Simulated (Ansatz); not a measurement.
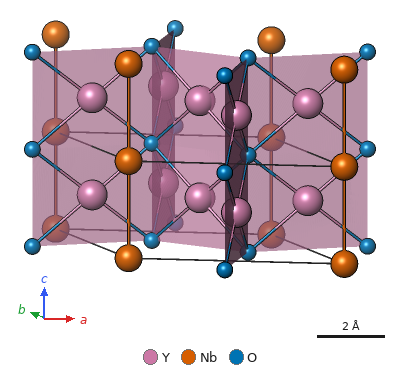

Crystalline Y₃NbO₂ (a generated structure, set up in P6/mmm) (coarse preliminary run), before the relaxation. A polyhedral model of the cell of the calculation, repeated 1 × 1 × 2 with one cell outlined, seen slightly off an axis.

Method: DFT PBE, scalar-relativistic, plane waves, PAW in Ansatz.

Input file:
```yaml
crystal:
  lattice:
    - [6.5796859102, 0.0, 0.0]
    - [-3.2898429551, 5.6981751471, 0.0]
    - [0.0, 0.0, 2.9423973656]
  atoms:
    - { symbol: "Y", position: [0.5, 0.0, 0.5] }
    - { symbol: "Y", position: [0.0, 0.5, 0.5] }
    - { symbol: "Y", position: [0.5, 0.5, 0.5] }
    - { symbol: Nb, position: [0.0, 0.0, 0.0], spin: 1.2 }
    - { symbol: O, position: [0.3333333333, 0.6666666667, 0.0] }
    - { symbol: O, position: [0.6666666667, 0.3333333333, 0.0] }
basis:
  ecutwfc: 420
kpoints:
  mp_grid: { grid: [3, 3, 6] }
hamiltonian:
  xc: pbe
scf:
  occupations: { method: gaussian, width: 0.1 }
  lower_state_search: "off"
output:
  forces: true
  stress: true
  eigenvalues: true
  populations: true
magnetization:
  spin_polarized: true
relax:
  adjacent_minimum: "off"
  f_tol: 0.04
  max_steps: 70
  cell: { stress_tol: 0.4 }
```

Run as
```bash
ansatz run input.yaml --threads 1 --pin off --max-ram 2560MiB --backend cpu --events-out ev --progress --plain --runs-dir out
```

### What does the optimiser find from here?

After 1 accepted move (3 points after the start) the energy has fallen by 1.0 meV per atom. All forces vanish by symmetry, so only the cell relaxes. Pressure: −0.56 GPa at the start and −0.13 GPa at the end. The line search rejected the trial step at point 1 of the run. The SCF was repeated once at an unchanged geometry on a basis and grid sized afresh for the cell, which shifted the energy by 0.1 meV per atom at most. No atom moves by more than 0.005 Å relative to the cell. The drawn cell changes as follows: a = b 6.580 → 6.543 Å (−0.6 %), c 2.942 → 2.956 Å (+0.5 %); the volume changes by −0.6 %. Among the contacts that change: Y1–Y2 3.290 → 3.272 Å, Y1–Y1 2.942 → 2.956 Å, Nb4–Nb4 2.942 → 2.956 Å, Y1–O5 2.403 → 2.398 Å. The space group stays P6/mmm (No. 191). The program noted that the starting moments weren't kept. The run may lie on a higher electronic state than the lowest, so the end point isn't shown to be the ground-state structure. Cost: 28 s on 1 thread of Intel(R) Xeon(R) 6975P-C (Granite Rapids), on a shared host, peak memory 0.51 GiB.

The structure at the end:

```xyz
6
Lattice="6.5432 0.0000 0.0000 -3.2716 5.6666 0.0000 0.0000 0.0000 2.9560" Properties=species:S:1:pos:R:3 pbc="T T T"
Y     3.2716    0.0000    1.4780
Y     4.9074    2.8333    1.4780
Y     1.6358    2.8333    1.4780
Nb    0.0000    0.0000    0.0000
O     0.0000    3.7777    0.0000
O     3.2716    1.8889    0.0000
```
